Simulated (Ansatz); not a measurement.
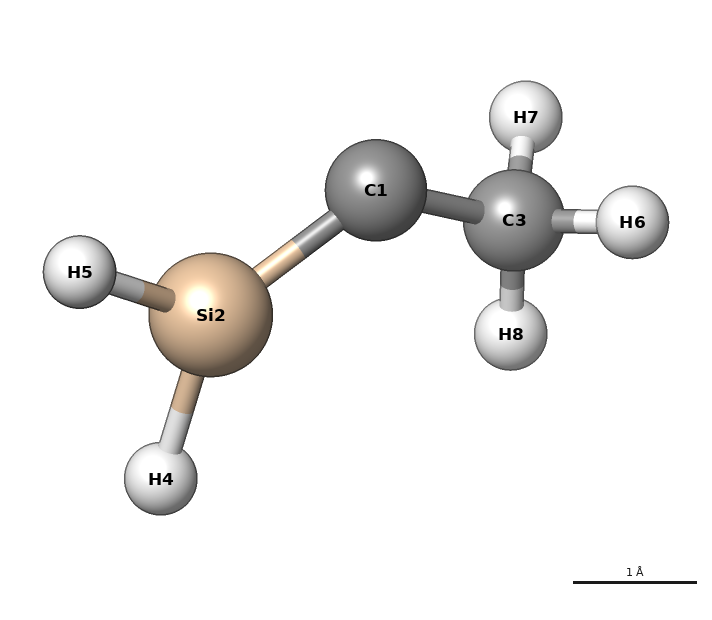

Atoms carry their numbers in the input. The species has charge −1 and is a spin singlet. Computed geometry: PBE0-D4/def2-TZVPD optimisation. No frequency run is at hand to confirm it as a minimum.

List the bonds and their lengths.

| bond | length (Å) |
| --- | --- |
| C1–Si2 | 1.703 |
| C1–C3 | 1.496 |
| Si2–H4 | 1.532 |
| Si2–H5 | 1.496 |
| C3–H6 | 1.102 |
| C3–H7 | 1.102 |
| C3–H8 | 1.111 |
